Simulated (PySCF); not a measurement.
# C₅H₉GeNO: excited states, first hyperpolarisability

Wanted: excited states, first hyperpolarisability for C₅H₉GeNO (`[CH3][Ge@H]([C](N)=O)[C]1=CC1`).

Computed with PySCF 2.14.0 and routines of our own; the level stands in each step. Atoms count from 0.

## (1) The starting structure

17 atoms, charge 0, multiplicity 1; geometry from: GFN2-xTB.

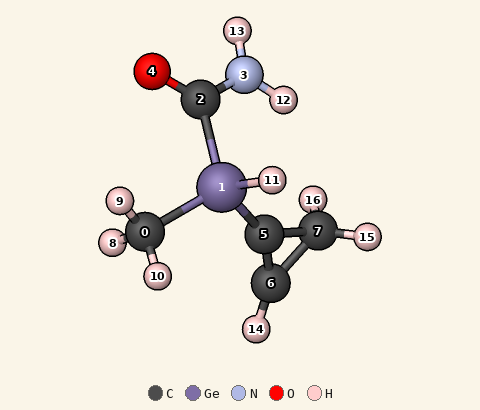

The starting geometry (carbon dark grey, germanium purple, nitrogen light blue, oxygen red, hydrogen pink).

## (2) Excited states: TDA CAM-B3LYP/def2-SVP

What the job is given:

```
{"job": {"kind": "states", "xc": "CAM-B3LYP", "basis": "def2-SVP", "tda": true, "soc": true, "nstates": 6, "ntriplets": 5, "nquad": 4}, "charge": 0, "multiplicity": 1}
C     -1.006646    -2.395262    -0.004126
Ge    -0.580826    -0.556860     0.560969
C     -1.788244     0.801124    -0.312914
N     -1.320439     2.061416    -0.321480
O     -2.860157     0.489446    -0.779308
C      1.239039    -0.055082     0.161138
C      2.432903    -0.281621    -0.315470
C      2.217447     1.109038     0.168638
H     -0.778637    -2.522276    -1.059515
H     -2.067388    -2.584580     0.138257
H     -0.438976    -3.127030     0.564847
H     -0.694233    -0.407244     2.069336
H     -0.412904     2.275262     0.055979
H     -1.867198     2.800822    -0.738986
H      3.148986    -0.936342    -0.747828
H      2.662439     1.428598     1.105218
H      2.107835     1.912622    -0.554665
```

With the program's defaults for keys left out, this is: TDA CAM-B3LYP/def2-SVP excited states, vertical, gas phase, spin-orbit mean-field couplings.

Launch:

```
$ OMP_NUM_THREADS=1 python excited_run.py task.json out
```

One launch serves the whole session: the jobs run in the order shown.

Standard output:

```text
coarse grid: 65864 points
cycle   1  E = -2402.1156666996  dE =  7.103e-01  |g| = 9.620e-01  |ddm| = 4.366e+00
cycle   2  E = -2401.7667603271  dE =  3.489e-01  |g| = 1.674e+00  |ddm| = 2.429e+00
cycle   3  E = -2402.2966547187  dE = -5.299e-01  |g| = 1.833e-01  |ddm| = 1.691e+00
cycle   4  E = -2402.3023366845  dE = -5.682e-03  |g| = 7.593e-02  |ddm| = 2.005e-01
cycle   5  E = -2402.3033673108  dE = -1.031e-03  |g| = 1.214e-02  |ddm| = 6.375e-02
cycle   6  E = -2402.3034013776  dE = -3.407e-05  |g| = 6.153e-03  |ddm| = 1.691e-02
cycle   7  E = -2402.3034115295  dE = -1.015e-05  |g| = 2.045e-03  |ddm| = 8.226e-03
cycle   8  E = -2402.3034126997  dE = -1.170e-06  |g| = 7.427e-04  |ddm| = 3.710e-03
final grid: 139632 points
cycle   9  E = -2402.3034125908  dE = -2.730e-08  |g| = 8.866e-04  |ddm| = 2.230e-03
cycle  10  E = -2402.3034124201  dE =  1.707e-07  |g| = 1.264e-03  |ddm| = 1.787e-03
cycle  11  E = -2402.3034127822  dE = -3.620e-07  |g| = 1.134e-04  |ddm| = 1.083e-03
cycle  12  E = -2402.3034127854  dE = -3.291e-09  |g| = 4.020e-05  |ddm| = 1.193e-04
cycle  13  E = -2402.3034127859  dE = -4.757e-10  |g| = 2.184e-05  |ddm| = 9.738e-05
converged SCF energy = -2402.3034127859

Singlet excitations
state   eV       nm        f     d(h-e)  d(exc)  Lambda  PR(NTO)  |dmu|/D   mu/D   main configurations
  1   5.1097   242.6   0.01710   0.550   2.349   0.572   1.026    1.119    1.667   H->L+1 0.60, H->L 0.21
  2   5.9864   207.1   0.01183   0.462   2.592   0.508   1.066    1.089    2.965   H-3->L 0.74, H->L 0.09
  3   6.3530   195.2   0.23467   1.341   3.360   0.569   1.201    3.866    2.564   H->L 0.59, H->L+1 0.12, H-1->L 0.11
  4   6.7837   182.8   0.06220   0.722   3.098   0.674   1.167    2.036    2.223   H-1->L 0.71
  5   7.1504   173.4   0.01032   0.936   3.341   0.436   1.593                     H->L+2 0.69, H-2->L 0.12, H-2->L+1 0.08
  6   7.3834   167.9   0.00603   0.333   2.904   0.507   1.724                     H-5->L 0.30, H-4->L 0.28, H-1->L+1 0.09

Triplet excitations (Tamm-Dancoff)
state   eV     d(h-e)  d(exc)  Lambda  PR(NTO)   main configurations
  1   3.8894   0.252   2.207   0.659   1.021   H-1->L 0.59, H->L 0.28
  2   4.4695   0.465   2.275   0.582   1.038   H->L+1 0.64, H->L 0.13
  3   5.3591   0.615   2.143   0.491   1.014   H-2->L+1 0.66, H-2->L 0.16
  4   5.5198   0.494   2.615   0.522   1.060   H-3->L 0.68, H->L 0.10
  5   6.0841   1.949   3.493   0.562   1.147   H->L 0.36, H-3->L 0.20, H->L+1 0.13
S1 - T1 = 1.2203 eV

Spin-orbit couplings |<S|Hso|T>| (cm-1)
             T1       T2       T3       T4       T5
S0        3.376   37.863    3.975   40.129   21.892
S1        0.994    2.428   31.523   25.873   19.878
S2       10.712   21.015    3.177    9.338   77.118
S3        5.525    8.955    5.899   65.153   16.443
S4        9.359   13.106    2.916   53.802   22.780
S5        9.590   36.108    1.914   10.087   33.259
S6        1.157    8.968    6.966   47.629   39.351
T1 sublevels (cm-1): 0.000 0.004 0.014   radiative rates (1/s): 4.15 2.11 19.8
```

Run time: 48 s. Hardware: 1 thread of Arm Neoverse V1, shared host; peak memory 0.87 GiB.

In short:

| quantity | value |
| --- | --- |
| S1 less T1 | 1.22 eV |

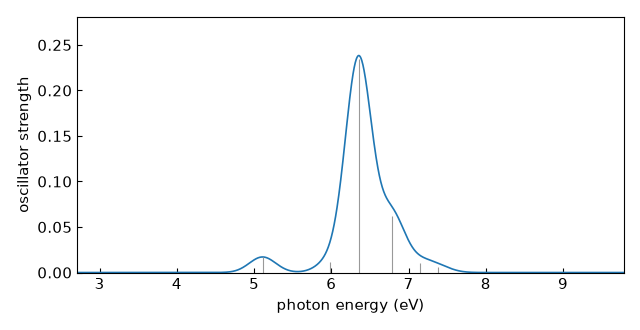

Absorption lines of the singlets. Lines are broadened to a width of 0.40 eV (Gaussian).

The fields below are evaluated on a grid from the run's orbitals.

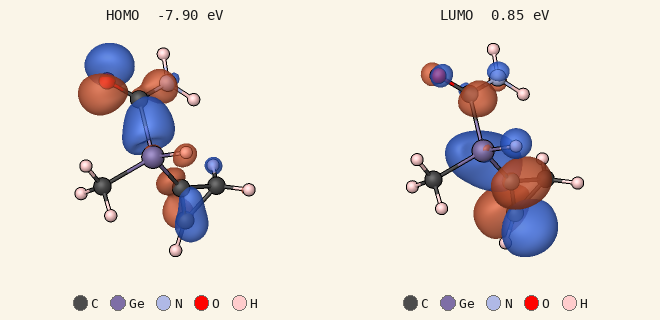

CAM-B3LYP/def2-SVP orbitals near the gap, drawn at the value that encloses 70 % of each; the two colours are the two signs.

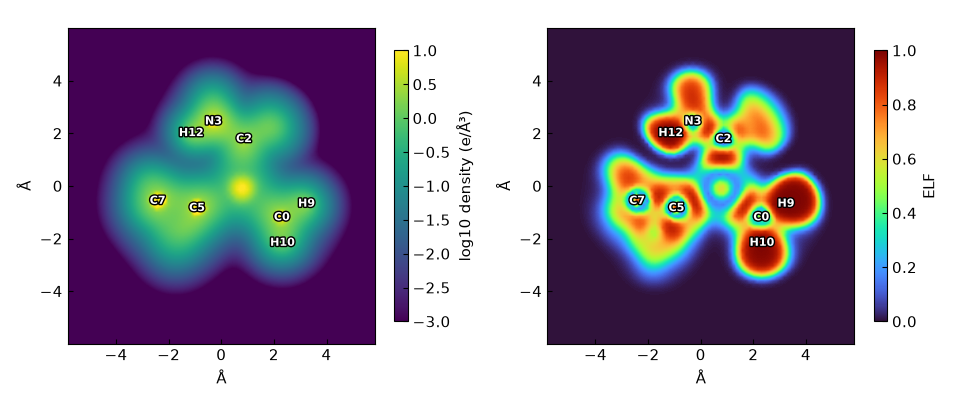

Density (left) and ELF (right) in a plane through or near 8 of the atoms.

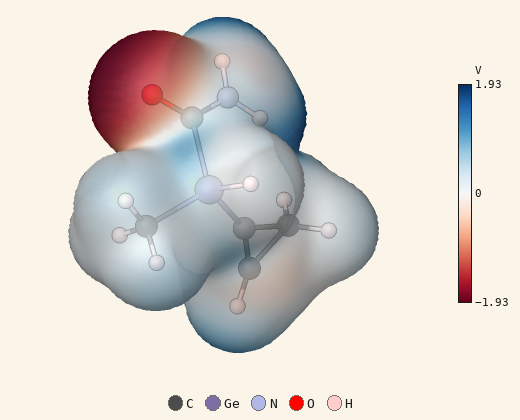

Electrostatic potential on the surface of density 0.002 e/bohr³; red is low, blue high. It runs from -1.93 V near O4 to 1.75 V near H12.

## (3) First hyperpolarisability: quadratic response CAM-B3LYP/def2-SVPD

The job, as its differences from that of step 2:

```diff
@@ -1,2 +1,2 @@
-{"job": {"kind": "states", "xc": "CAM-B3LYP", "basis": "def2-SVP", "tda": true, "soc": true, "nstates": 6, "ntriplets": 5, "nquad": 4}, "charge": 0, "multiplicity": 1}
+{"job": {"kind": "beta", "xc": "CAM-B3LYP", "basis": "def2-SVPD", "wavelengths": [1550, 1064, 694.3]}, "charge": 0, "multiplicity": 1}
 C     -1.006646    -2.395262    -0.004126
```

Level: quadratic response CAM-B3LYP/def2-SVPD first hyperpolarisability, Taylor convention, gas phase.

Standard output:

```text
coarse grid: 65864 points
cycle   1  E = -2402.1527313678  dE =  6.871e-01  |g| = 9.445e-01  |ddm| = 6.011e+00
cycle   2  E = -2401.8218319318  dE =  3.309e-01  |g| = 1.643e+00  |ddm| = 2.471e+00
cycle   3  E = -2402.3258517201  dE = -5.040e-01  |g| = 1.867e-01  |ddm| = 1.579e+00
cycle   4  E = -2402.3316005980  dE = -5.749e-03  |g| = 7.307e-02  |ddm| = 2.926e-01
cycle   5  E = -2402.3325436499  dE = -9.431e-04  |g| = 1.158e-02  |ddm| = 9.839e-02
cycle   6  E = -2402.3325748147  dE = -3.116e-05  |g| = 5.932e-03  |ddm| = 2.599e-02
cycle   7  E = -2402.3325842307  dE = -9.416e-06  |g| = 1.839e-03  |ddm| = 1.123e-02
final grid: 139632 points
cycle   8  E = -2402.3325839568  dE =  2.956e-08  |g| = 2.327e-03  |ddm| = 8.064e-03
cycle   9  E = -2402.3325826232  dE =  1.334e-06  |g| = 3.456e-03  |ddm| = 6.788e-03
cycle  10  E = -2402.3325852174  dE = -2.594e-06  |g| = 1.655e-04  |ddm| = 4.007e-03
cycle  11  E = -2402.3325852242  dE = -6.834e-09  |g| = 9.891e-05  |ddm| = 3.116e-04
cycle  12  E = -2402.3325852271  dE = -2.901e-09  |g| = 4.778e-05  |ddm| = 2.514e-04
cycle  13  E = -2402.3325852277  dE = -5.875e-10  |g| = 8.692e-06  |ddm| = 8.782e-05
converged SCF energy = -2402.3325852277

Lowest singlets (eV, f): 4.9860 0.0078  5.8701 0.0175  6.0022 0.1724

First hyperpolarisability (au)
process     nm      |vector|   parallel      HRS      DR
static         -      160.23     -59.88      76.12   3.489
shg       1550.0      171.63     -65.33      81.81   3.474
eope      1550.0      163.85      -61.6          -       -
shg       1064.0      186.71     -72.65      89.32   3.462
eope      1064.0      168.12     -63.64          -       -
shg        694.3      243.05    -100.45     117.01   3.469
eope       694.3      180.17     -69.46          -       -
```

It took 86 s on 1 thread of Arm Neoverse V1, shared host; peak memory 1.4 GiB.

## (4) Outcome

| quantity | value |
| --- | --- |
| S1 less T1 (step 2, TDA CAM-B3LYP/def2-SVP) | 1.22 eV |
| potential on the surface of density 0.002 e/bohr³, 1st and 99th percentile | -1.93 V and 1.75 V |
| β vector (step 3, quadratic response CAM-B3LYP/def2-SVPD) | static 160, SHG 1550.0 nm 172, SHG 1064.0 nm 187, SHG 694.3 nm 243 au |

What this shows: Scalar relativity is left out for the heavy atoms. In step 2, the number of triplets below S1 is 2, and the largest singlet-triplet spin-orbit coupling is S2–T5, 77.12 cm⁻¹. Steps that list no spin-orbit terms leave them out, which matters at and beside the heavy atoms. β grows from 160 au (static) to 243 au for doubling at 694.3 nm: normal dispersion, which grows as twice the photon energy moves toward the bright states.
